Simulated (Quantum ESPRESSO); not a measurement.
# In K-edge XANES of Sc3InB (Pm-3m), part 3 of 3

What does one-electron theory with a core hole give for the In K edge of Sc3InB (Pm-3m)?

Quantum ESPRESSO 7.5; X-ray absorption near-edge structure, plane-wave PAW PBEsol, one-electron final states by a Lanczos continued fraction.

So far. Step 3 (Spectrum without a core hole, In atom 1): Main maxima below 30 eV (height): 12.7 eV (1.26) and 27.6 eV (1.38). A K edge sees empty p states on the absorber. Step 7 (Spectrum with XCH, In atom 1): Main maxima below 30 eV (height): 10.5 eV (1.21) and 25.8 eV (1.13). 

## 9. Spectrum with FCH, In atom 1

Changed against the first core-hole run: core hole to FCH.

xspectra.in reads:

```
&input_xspectra
   calculation='xanes_dipole', edge='K'
   prefix='x', outdir='tmp', xiabs=1, xe0=10.318
   xonly_plot=.false., x_save_file='xanes.sav'
   xniter=3000, xcheck_conv=20, xerror=0.005
   xcoordcrys=.false., xepsilon(1)=1, xepsilon(2)=0, xepsilon(3)=0
/
&plot
   xnepoint=501, xemin=-10, xemax=70, terminator=.true., cut_occ_states=.true.
   xgamma=0.4
/
&pseudos
   filecore='../In.wfc'
/
&cut_occ
   cut_desmooth=0.1, cut_stepl=0.05, cut_stepu=0.05, cut_ierror=1e-5
/
5 5 5 0 0 0
```

Started as:

```console
OMP_NUM_THREADS=1 mpirun --oversubscribe --bind-to none -np 4 xspectra.x -nk 4 -in xspectra.in > xspectra.out
```

The program printed:

```text
     [... banner and references ...]
Reading input_file

     calculation: xanes_dipole

     xepsilon  [cartesian coordinates]:   1.000000   0.000000   0.000000

     xonly_plot: FALSE
        => complete calculation: Lanczos + spectrum plot

     filecore (core-wavefunction file): ../In.wfc

     main plot parameters:
        cut_occ_states: TRUE
        gamma_mode:  constant
        -> using xgamma [eV]:  0.40
        xemin [eV]: -10.00
        xemax [eV]:  70.00
        xnepoint:  501
        xe0 [eV]:  10.318000 (energy zero read in input file)

[...]
x_save_file name:
     ->  xanes.sav
     x_save_file version:  2

     ... End STEP 1 ...

     ... Begin STEP 2 ...

     The spectrum is calculated using the following parameters:
        xe0 [eV]:   10.3180
        the occupied states are elimintate from the spectrum
        xemin [eV]: -10.00
        xemax [eV]:  70.00
        xnepoint:  501
        constant broadening parameter [eV]:    0.400
        Core level energy [eV]: -0.2794E+05
         (from electron binding energy of neutral atoms in X-ray data booklet)

     Cross-section successfully written in xanes.dat

     ... End STEP 2 ...

                                END JOB XSpectra
```

The job ended after 1.8 min (4 MPI ranks of Intel Xeon 6975P-C (Granite Rapids), shared host; peak memory 0.3 GiB; 7.1 min of CPU time).

```csv
E (eV),first run,this run
-2.0,0.31,0.30
-1.0,0.37,0.36
0.0,0.44,0.44
1.0,0.54,0.53
2.0,0.65,0.64
3.0,0.78,0.76
4.0,0.90,0.89
5.0,1.01,1.00
6.0,1.10,1.09
7.0,1.15,1.15
8.0,1.18,1.18
9.0,1.20,1.20
10.0,1.21,1.21
11.0,1.21,1.21
12.0,1.19,1.20
13.0,1.16,1.17
14.0,1.11,1.12
15.0,1.05,1.06
16.0,1.00,1.01
17.0,0.96,0.97
18.0,0.95,0.95
19.0,0.95,0.95
20.0,0.97,0.97
21.0,1.00,0.99
22.0,1.04,1.03
23.0,1.08,1.07
24.0,1.11,1.10
25.0,1.12,1.12
26.0,1.13,1.13
27.0,1.12,1.12
28.0,1.10,1.10
29.0,1.07,1.08
30.0,1.04,1.05
31.0,1.02,1.02
32.0,0.99,1.00
```

The scaled spectrum changes by 1 % r.m.s. The highest intensity below 24 eV goes from 10.5 eV (1.21) to 10.8 eV (1.21).

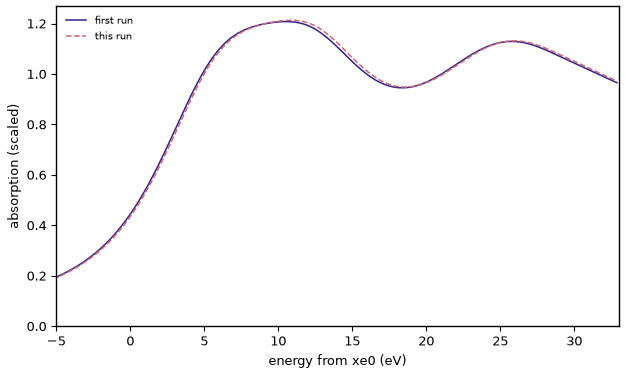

The effect of the change (core hole to FCH).

The photon energy of the zero moves by -0.04 eV.

## 10. With and without the hole

Both curves are counted from their own zero, so only the shift of weight within the empty states shows.

```csv
E (eV),no hole,XCH
-2.0,0.28,0.31
-1.0,0.32,0.37
0.0,0.38,0.44
1.0,0.46,0.54
2.0,0.54,0.65
3.0,0.64,0.78
4.0,0.75,0.90
5.0,0.85,1.01
6.0,0.95,1.10
7.0,1.03,1.15
8.0,1.10,1.18
9.0,1.15,1.20
10.0,1.19,1.21
11.0,1.23,1.21
12.0,1.26,1.19
13.0,1.26,1.16
14.0,1.24,1.11
15.0,1.20,1.05
16.0,1.15,1.00
17.0,1.11,0.96
18.0,1.08,0.95
19.0,1.08,0.95
20.0,1.09,0.97
21.0,1.13,1.00
22.0,1.17,1.04
23.0,1.23,1.08
24.0,1.28,1.11
25.0,1.33,1.12
26.0,1.36,1.13
27.0,1.38,1.12
28.0,1.38,1.10
29.0,1.37,1.07
30.0,1.34,1.04
31.0,1.32,1.02
32.0,1.29,0.99
```

With each curve scaled to its own mean, the area from −2 to 6 eV with the hole is 5.4 against 4.6, and the centre of weight from −1 to 20 eV moves by -0.6 eV: the hole pulls the absorber's empty states down.

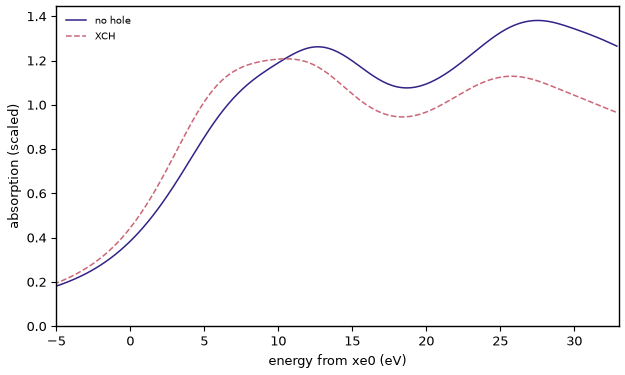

The In K edge with and without the core hole, each from its own zero; the highest intensity below 24 eV lies at 10.5 eV with the hole.

## 11. Runs not followed above

These runs aren't followed: redraws of a spectrum that repeat one shown, runs with a planted fault or a state judged unsound, or a program's part that gave no sound spectrum.

| program | step | status | elapsed |
| --- | --- | --- | --- |
| Quantum ESPRESSO | no core hole, redrawn | converged | 2 s |
| Quantum ESPRESSO | spectrum with XCH, redrawn | converged | 2.2 s |

## 12. Results

| Item | Value |
| --- | --- |
| absorber and edge | In K, atom 1 of the ground-state input (counted from 1) |
| surroundings | 12 Sc at 3.22 Å (cuboctahedral, site symmetry m-3m) |
| highest intensity below 24 eV | 10.5 eV above the zero, height 1.21 |

The In K edge of atom 1, with 12 Sc at 3.22 Å (cuboctahedral, site symmetry m-3m), has its highest intensity of the first 24 eV at 10.5 eV above the zero, 1.2 times the mean level of the first 20 eV (Lorentzian half width 3.96 eV (not a setting of the program: the run's 0.4 eV curve was folded afterwards with a further Lorentzian)). With each curve scaled to its own mean, the area from −2 to 6 eV with the hole is 5.4 against 4.6, and the centre of weight from −1 to 20 eV moves by -0.6 eV: the hole pulls the absorber's empty states down. Changing the core hole to FCH alters the shape by 1 % r.m.s., so the result is insensitive to this choice. The holes are only 6.4 Å apart, so the shape is probably not converged with cell size; no larger cell was run here. The structure is a published determination, not relaxed.

[Banner, clock and machine lines of the logs are left out without a mark of their own.]

[Logs are printed without paths, hosts, clocks, repeated set-up lines and the standing remarks that a program may print on its own settings, such as how far it seeks lower states.]

[Hosts, paths, dates, database ids (printed as entryN), source tags and the programs' standing remarks are cut or masked in the printed files.]

[Lists of maxima count a maximum above −3 eV only where it reaches 4 % of the highest in the window and stands out from its surroundings by 2 % of it (1.5 % where it reaches 55 %); shoulders and weaker maxima are passed over, and of the rest the first, up to two pre-edge ones and the few strongest are named.]
